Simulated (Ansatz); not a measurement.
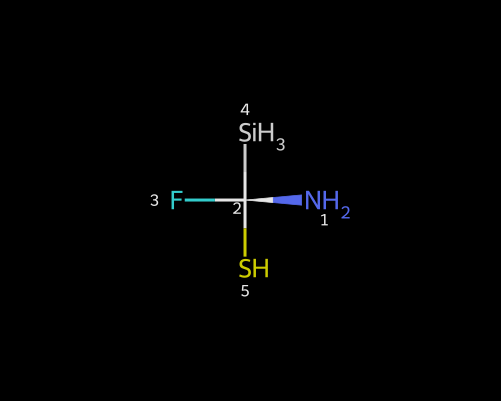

A structural formula, with wedges where it has stereocentres; small numbers name the atoms. The configuration is that of a computed structure (PBE0-D4/def2-TZVP).

### Assign CIP descriptors.

C2: R.

### Give a SMILES with the stereochemistry.

N[C@@](F)([SiH3])S
